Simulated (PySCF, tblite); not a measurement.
# 3,3,3-trifluoropropene (C3H3F3): dynamics, then NMR shifts on frames, part 2 of 2

tblite 0.8.0 and PySCF 2.14.0. Atoms count from 0. The steps go on from the part before.

## Step 4: Shielding tensors: 425 fs, PBE0/pcSseg-1

What the job is given:

```
{"job": {"kind": "nmr", "xc": "PBE0", "basis": "pcSseg-1", "pop": false}, "charge": 0, "multiplicity": 1}
C      1.338300    -0.888300    -0.743100
C      0.068100    -0.519200    -0.853600
C     -0.925700    -0.366600     0.262500
F     -1.296600     0.952000     0.282300
F     -2.010300    -1.123400    -0.009400
F     -0.484100    -0.810000     1.467600
H      1.973700    -1.295400    -1.527600
H      1.755800    -1.057800     0.268900
H     -0.359300    -0.317300    -1.792800
```

Method: GIAO PBE0/pcSseg-1 NMR shielding, non-relativistic, gas phase.

Log:

```text
coarse grid: 8376 points
cycle   1  E = -414.9832380345  dE =  8.150e-01  |g| = 8.776e-01  |ddm| = 2.576e+00
cycle   2  E = -414.8387510559  dE =  1.445e-01  |g| = 1.336e+00  |ddm| = 1.027e+00
cycle   3  E = -415.1149286428  dE = -2.762e-01  |g| = 8.213e-02  |ddm| = 6.363e-01
cycle   4  E = -415.1158553159  dE = -9.267e-04  |g| = 5.388e-02  |ddm| = 9.436e-02
cycle   5  E = -415.1165286887  dE = -6.734e-04  |g| = 1.356e-02  |ddm| = 4.215e-02
cycle   6  E = -415.1165709043  dE = -4.222e-05  |g| = 2.043e-03  |ddm| = 1.051e-02
cycle   7  E = -415.1165718154  dE = -9.111e-07  |g| = 4.684e-04  |ddm| = 1.754e-03
final grid: 84552 points
cycle   8  E = -415.1717758203  dE = -3.456e-05  |g| = 6.895e-03  |ddm| = 1.770e-02
cycle   9  E = -415.1717702250  dE =  5.595e-06  |g| = 9.401e-03  |ddm| = 9.576e-03
cycle  10  E = -415.1717856439  dE = -1.542e-05  |g| = 8.003e-04  |ddm| = 5.028e-03
cycle  11  E = -415.1717857609  dE = -1.171e-07  |g| = 2.482e-04  |ddm| = 6.218e-04
cycle  12  E = -415.1717857711  dE = -1.018e-08  |g| = 1.198e-04  |ddm| = 2.209e-04
cycle  13  E = -415.1717857745  dE = -3.404e-09  |g| = 2.359e-05  |ddm| = 1.011e-04
cycle  14  E = -415.1717857746  dE = -1.237e-10  |g| = 7.410e-06  |ddm| = 2.019e-05
converged SCF energy = -415.1717857746

GIAO shielding tensors (ppm)
atom      isotropic    diamagn.    paramagn.     s11        s22        s33       span
  0 C       56.063     253.651    -197.589    -59.343     51.904    175.626    234.969
  1 C       48.641     257.408    -208.767    -67.089     66.618    146.393    213.482
  2 C       50.317     239.946    -189.628     40.945     50.487     59.519     18.574
  3 F      236.805     474.871    -238.066    143.746    234.050    332.619    188.873
  4 F      239.073     471.293    -232.221    156.909    234.152    326.157    169.248
  5 F      263.584     474.236    -210.652    168.866    271.202    350.685    181.819
  6 H       25.220      28.143      -2.923     23.249     24.995     27.415      4.167
  7 H       25.376      29.934      -4.558     22.323     24.091     29.714      7.391
  8 H       26.046      30.898      -4.852     24.302     24.973     28.863      4.561
```

Run time: 17 s. Hardware: 1 thread of Intel Xeon at 2.50GHz, shared host; peak memory 0.55 GiB.

Key values: δ C1 138.3, C2 136.6, C0 130.9, F3 -65.9, H6 6.50, H7 6.34 ppm.

## Step 5: NMR shieldings: 625 fs, PBE0/pcSseg-1

What the job is given:

```
{"job": {"kind": "nmr", "xc": "PBE0", "basis": "pcSseg-1", "pop": false}, "charge": 0, "multiplicity": 1}
C      0.563700    -1.417800    -0.844200
C     -0.318300    -0.403300    -0.787800
C     -0.972800    -0.064200     0.519700
F     -1.445700     1.178700     0.642000
F     -2.098000    -0.744200     0.700200
F     -0.133100    -0.273300     1.527200
H      1.039900    -1.740200    -1.766000
H      0.934200    -2.018300     0.027100
H     -0.844900    -0.052600    -1.619700
```

With the program's defaults for keys left out, this is: GIAO PBE0/pcSseg-1 NMR shielding, non-relativistic, gas phase.

Log:

```text
coarse grid: 8376 points
cycle   1  E = -414.9927025495  dE =  9.196e-01  |g| = 8.563e-01  |ddm| = 2.567e+00
cycle   2  E = -414.8829699031  dE =  1.097e-01  |g| = 1.237e+00  |ddm| = 9.682e-01
cycle   3  E = -415.1131087263  dE = -2.301e-01  |g| = 7.750e-02  |ddm| = 5.891e-01
cycle   4  E = -415.1138881790  dE = -7.795e-04  |g| = 5.304e-02  |ddm| = 9.096e-02
cycle   5  E = -415.1145658064  dE = -6.776e-04  |g| = 1.245e-02  |ddm| = 4.086e-02
cycle   6  E = -415.1146020621  dE = -3.626e-05  |g| = 1.951e-03  |ddm| = 9.726e-03
cycle   7  E = -415.1146029164  dE = -8.543e-07  |g| = 4.039e-04  |ddm| = 1.668e-03
final grid: 84552 points
cycle   8  E = -415.1686487191  dE = -3.249e-05  |g| = 5.718e-03  |ddm| = 1.770e-02
cycle   9  E = -415.1686459951  dE =  2.724e-06  |g| = 7.282e-03  |ddm| = 8.283e-03
cycle  10  E = -415.1686558690  dE = -9.874e-06  |g| = 6.749e-04  |ddm| = 4.319e-03
cycle  11  E = -415.1686559447  dE = -7.563e-08  |g| = 1.699e-04  |ddm| = 4.796e-04
cycle  12  E = -415.1686559487  dE = -4.063e-09  |g| = 8.001e-05  |ddm| = 1.362e-04
cycle  13  E = -415.1686559501  dE = -1.421e-09  |g| = 2.111e-05  |ddm| = 6.900e-05
cycle  14  E = -415.1686559503  dE = -1.091e-10  |g| = 5.713e-06  |ddm| = 1.777e-05
converged SCF energy = -415.1686559503

GIAO shielding tensors (ppm)
atom      isotropic    diamagn.    paramagn.     s11        s22        s33       span
  0 C       43.332     253.346    -210.014    -76.012     34.323    171.686    247.698
  1 C       50.329     255.146    -204.817    -62.964     64.538    149.414    212.378
  2 C       58.179     237.572    -179.393     48.788     57.909     67.839     19.051
  3 F      257.288     473.184    -215.896    176.771    248.873    346.220    169.450
  4 F      238.832     471.635    -232.803    155.525    236.963    324.007    168.482
  5 F      266.997     475.188    -208.191    191.766    266.575    342.651    150.885
  6 H       25.250      28.259      -3.009     22.902     25.011     27.838      4.936
  7 H       24.353      28.844      -4.490     20.933     23.487     28.640      7.707
  8 H       25.898      30.686      -4.788     24.156     25.115     28.422      4.265
```

It took 17 s on 1 thread of Intel Xeon at 2.50GHz, shared host; peak memory 0.55 GiB.

This run: δ C0 143.6, C1 136.6, C2 128.7, F4 -67.9, H7 7.36, H6 6.47 ppm.

## Step 6: NMR shieldings: 800 fs, PBE0/pcSseg-1

What the job is given:

```
{"job": {"kind": "nmr", "xc": "PBE0", "basis": "pcSseg-1", "pop": false}, "charge": 0, "multiplicity": 1}
C     -0.128300    -0.735900    -1.342300
C     -1.075600    -0.314300    -0.577900
C     -1.023400     0.249000     0.834000
F     -1.178200     1.596100     0.797800
F     -2.045600    -0.197100     1.643600
F      0.063900    -0.120500     1.416300
H     -0.315800    -1.092700    -2.348000
H      0.887700    -0.777500    -1.057400
H     -2.038000    -0.368800    -1.041000
```

Method: GIAO PBE0/pcSseg-1 NMR shielding, non-relativistic, gas phase.

Log:

```text
coarse grid: 8376 points
cycle   1  E = -414.9808796553  dE =  9.577e-01  |g| = 8.852e-01  |ddm| = 2.617e+00
cycle   2  E = -414.8465668773  dE =  1.343e-01  |g| = 1.313e+00  |ddm| = 1.036e+00
cycle   3  E = -415.1143016839  dE = -2.677e-01  |g| = 8.371e-02  |ddm| = 6.433e-01
cycle   4  E = -415.1154222415  dE = -1.121e-03  |g| = 4.754e-02  |ddm| = 9.052e-02
cycle   5  E = -415.1159244804  dE = -5.022e-04  |g| = 1.074e-02  |ddm| = 3.561e-02
cycle   6  E = -415.1159501275  dE = -2.565e-05  |g| = 2.237e-03  |ddm| = 8.625e-03
cycle   7  E = -415.1159511995  dE = -1.072e-06  |g| = 6.548e-04  |ddm| = 1.979e-03
final grid: 84552 points
cycle   8  E = -415.1706844512  dE = -3.400e-05  |g| = 6.733e-03  |ddm| = 1.859e-02
cycle   9  E = -415.1706793496  dE =  5.102e-06  |g| = 9.090e-03  |ddm| = 9.690e-03
cycle  10  E = -415.1706936855  dE = -1.434e-05  |g| = 7.918e-04  |ddm| = 5.148e-03
cycle  11  E = -415.1706937979  dE = -1.124e-07  |g| = 2.092e-04  |ddm| = 5.859e-04
cycle  12  E = -415.1706938051  dE = -7.145e-09  |g| = 7.405e-05  |ddm| = 1.607e-04
cycle  13  E = -415.1706938060  dE = -9.034e-10  |g| = 1.736e-05  |ddm| = 6.122e-05
converged SCF energy = -415.1706938060

GIAO shielding tensors (ppm)
atom      isotropic    diamagn.    paramagn.     s11        s22        s33       span
  0 C       61.207     255.899    -194.693    -54.599     61.944    176.276    230.875
  1 C       53.360     257.092    -203.733    -57.277     70.469    146.886    204.163
  2 C       55.681     238.998    -183.317     47.778     52.420     66.845     19.068
  3 F      239.568     473.261    -233.693    150.489    233.052    335.164    184.674
  4 F      236.112     471.411    -235.299    140.997    210.560    356.777    215.779
  5 F      277.951     475.521    -197.570    209.578    301.539    322.736    113.158
  6 H       25.714      28.817      -3.103     23.826     24.891     28.424      4.598
  7 H       26.458      32.505      -6.047     23.235     25.553     30.586      7.351
  8 H       25.923      29.195      -3.272     23.514     25.150     29.105      5.591
```

It took 17 s on 1 thread of Intel Xeon at 2.50GHz, shared host; peak memory 0.56 GiB.

In short: δ C1 133.6, C2 131.2, C0 125.7, F4 -65.2, H6 6.00, H8 5.79 ppm.

## Step 7: NMR shieldings: 1000 fs, PBE0/pcSseg-1

What the job is given:

```
{"job": {"kind": "nmr", "xc": "PBE0", "basis": "pcSseg-1", "pop": false}, "charge": 0, "multiplicity": 1}
C     -0.606100    -0.002800    -1.577400
C     -1.604900     0.197000    -0.768800
C     -1.234000     0.439400     0.745100
F     -1.543900     1.696300     1.147300
F     -2.048000    -0.339500     1.467700
F     -0.037100     0.151200     1.054500
H     -0.806100     0.016300    -2.673300
H      0.310300    -0.282900    -1.161900
H     -2.661400     0.462700    -0.923900
```

With the program's defaults for keys left out, this is: GIAO PBE0/pcSseg-1 NMR shielding, non-relativistic, gas phase.

Log:

```text
coarse grid: 8376 points
cycle   1  E = -414.9851752002  dE =  9.639e-01  |g| = 8.600e-01  |ddm| = 2.571e+00
cycle   2  E = -414.8746443052  dE =  1.105e-01  |g| = 1.234e+00  |ddm| = 9.604e-01
cycle   3  E = -415.1091438616  dE = -2.345e-01  |g| = 6.836e-02  |ddm| = 5.801e-01
cycle   4  E = -415.1097870840  dE = -6.432e-04  |g| = 4.360e-02  |ddm| = 7.595e-02
cycle   5  E = -415.1102101680  dE = -4.231e-04  |g| = 1.001e-02  |ddm| = 3.272e-02
cycle   6  E = -415.1102327169  dE = -2.255e-05  |g| = 2.648e-03  |ddm| = 8.147e-03
cycle   7  E = -415.1102342438  dE = -1.527e-06  |g| = 6.362e-04  |ddm| = 2.155e-03
final grid: 84552 points
cycle   8  E = -415.1648137733  dE = -3.135e-05  |g| = 5.323e-03  |ddm| = 1.847e-02
cycle   9  E = -415.1648112810  dE =  2.492e-06  |g| = 6.859e-03  |ddm| = 7.564e-03
cycle  10  E = -415.1648197236  dE = -8.443e-06  |g| = 6.716e-04  |ddm| = 3.913e-03
cycle  11  E = -415.1648197977  dE = -7.404e-08  |g| = 1.735e-04  |ddm| = 4.843e-04
cycle  12  E = -415.1648198027  dE = -5.020e-09  |g| = 5.866e-05  |ddm| = 1.277e-04
cycle  13  E = -415.1648198032  dE = -4.956e-10  |g| = 1.336e-05  |ddm| = 4.256e-05
converged SCF energy = -415.1648198032

GIAO shielding tensors (ppm)
atom      isotropic    diamagn.    paramagn.     s11        s22        s33       span
  0 C       62.251     254.502    -192.251    -62.374     72.984    176.142    238.516
  1 C       42.525     260.537    -218.012    -68.173     62.514    133.233    201.405
  2 C       58.946     239.011    -180.064     54.967     57.390     64.483      9.516
  3 F      245.168     472.268    -227.100    158.594    229.709    347.201    188.607
  4 F      258.017     472.379    -214.362    168.318    263.075    342.658    174.340
  5 F      293.470     476.408    -182.937    228.724    314.360    337.328    108.604
  6 H       25.255      26.923      -1.668     22.388     24.131     29.246      6.858
  7 H       25.672      32.756      -7.084     21.307     24.966     30.742      9.435
  8 H       25.000      28.565      -3.564     23.676     23.975     27.350      3.674
```

Run time: 16 s. Hardware: 1 thread of Intel Xeon at 2.50GHz, shared host; peak memory 0.56 GiB.

This run: δ C1 144.4, C2 128.0, C0 124.7, F3 -74.2, H8 6.72, H6 6.46 ppm.

## Step 8: Comparing the runs: NMR shifts

Shifts (ppm) of some atoms, chosen among heavy atoms and hydrogens apart, with basis size and wall time:

```
  frame     C1     C0    H7    H6     F3      F5     F4  functions  time
 250 fs  145.0  134.3  6.52  5.32  -54.8   -59.6  -79.2        117  26 s
 425 fs  138.3  130.9  6.34  6.50  -65.9   -92.6  -68.1        117  17 s
 625 fs  136.6  143.6  7.36  6.47  -86.3   -96.1  -67.9        117  17 s
 800 fs  133.6  125.7  5.26  6.00  -68.6  -107.0  -65.2        117  17 s
1000 fs  144.4  124.7  6.05  6.46  -74.2  -122.5  -87.1        117  16 s
```

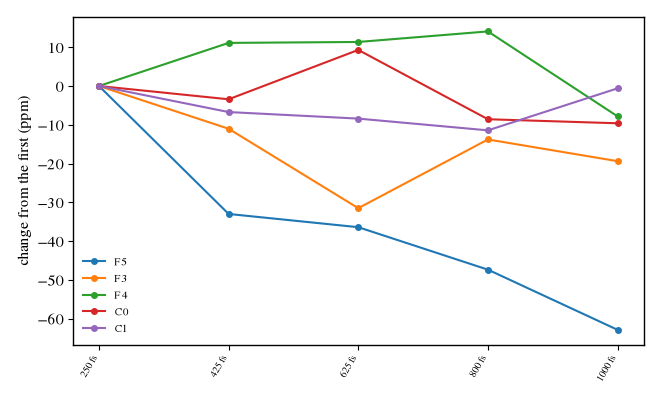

How five of the tabulated atoms move from run to run.

## Step 9: Summary of results

What follows sums up all 2 parts.

| quantity | value |
| --- | --- |
| thermostat | 400 K |
| mean temperature, second half | 336 K |
| mean potential energy above the minimum | 0.36 eV |
| ¹³C shifts against TMS (PBE0/pcSseg-1, 250 fs) | 145.0, 136.1, 134.3 ppm |
| ¹H shifts against TMS (PBE0/pcSseg-1, 250 fs) | 6.78, 6.52, 5.32 ppm |
| ¹⁹F shifts against CFCl3 (PBE0/pcSseg-1, 250 fs) | -54.8, -59.6, -79.2 ppm |
| surface potential, 1st and 99th percentile | -0.73 V and 1.28 V |
| range of the shift of F5 | -122.5 to -59.6 ppm |

**Reading.** In the second half the potential energy averages 0.36 eV above the minimum; equipartition over 21 harmonic modes at 400 K would give 0.36 eV. With 9 atoms the temperature swings widely (234 to 474 K). Shifts at one fixed geometry are not the observed spectrum, which averages over the motion. In the first frame run (250 fs): The widest tensor belongs to C0: span 256 ppm, with a paramagnetic part of -200 ppm. By nearest atom (PBE0/pcSseg-1), the HOMO sits on C0, C1 about 39 % each and the LUMO on C0, C1 about 31 % each; H6, H7, H8 about 9 % each. Across the 5 runs the shift of F5 moves most, between -122.5 (1000 fs) and -59.6 ppm (250 fs).
